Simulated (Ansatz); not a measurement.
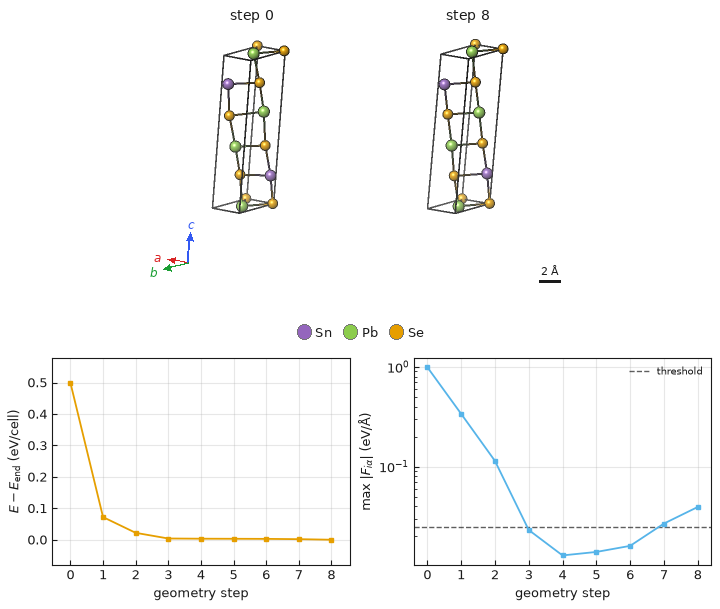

First and last geometry of a relaxation of solid Sn2Pb3Se5 (a generated structure, set up in P1) (coarse preliminary run), with the history of the run. The picture is a ball-and-stick view of the cell of the calculation, reduced to other axes, seen from a free direction. Lengths and directions refer to the drawn axes.

All numbers below come from DFT PBE, scalar-relativistic, plane waves, PAW in Ansatz 0.2.0. Set-up: plane-wave cutoff 420 eV; k-point mesh 6 × 6 × 6; occupations gaussian; smearing width 0.2 eV; no spin polarisation; cell and atoms relaxed; force threshold 0.025 eV/Å; at most 60 steps.

### Read the history and describe the run.

The run was cut off at its time limit before the relaxation converged, so the last structure is only a point on the way. The largest move relative to the cell is that of a Pb atom, 0.25 Å along [2 2 −1]. Largest moves by element: Pb 0.25 Å, Se 0.22 Å, Sn 0.20 Å. Cell: a 4.279 → 4.359 Å (+1.9 %), b 4.382 → 4.371 Å (−0.3 %), c 15.493 → 15.715 Å (+1.4 %), α 96.8° → 97.6°, β 96.8° → 97.9°, γ 91.0° → 90.0°. Volume +2.7 %. Near-neighbour distances that change, for instance: Pb–Se 2.656 → 3.069 Å, Pb–Se 3.421 → 3.109 Å, Pb–Se 3.385 → 3.099 Å, Se–Sn 3.029 → 3.270 Å. Bond angles that change, for instance: Se–Pb–Se 165.1° → 176.5°, Pb–Se–Pb 165.1° → 176.5°, Pb–Se–Pb 97.9° → 89.1°. The space group stays P1 (No. 1). After 8 geometry steps the energy has fallen by 0.499 eV per cell of the calculation. The largest force component goes from 0.99 to 0.039 eV/Å. The pressure goes from 1.99 to −0.14 GPa.

| step | E − E(0), meV/atom | largest force component, eV/Å | pressure, GPa | volume, Å³/atom |
| --- | --- | --- | --- | --- |
| 0 | 0.00 | 0.9949 | 1.99 | 28.629 |
| 1 | -42.69 | 0.3387 | -0.69 | 29.778 |
| 2 | -47.69 | 0.1142 | -0.22 | 29.405 |
| 3 | -49.50 | 0.0231 | -0.01 | 29.229 |
| 4 | -49.56 | 0.0128 | 0.04 | 29.202 |
| 5 | -49.58 | 0.0139 | -0.01 | 29.232 |
| 6 | -49.62 | 0.0160 | -0.02 | 29.245 |
| 7 | -49.71 | 0.0268 | -0.03 | 29.298 |
| 8 | -49.89 | 0.0393 | -0.14 | 29.390 |
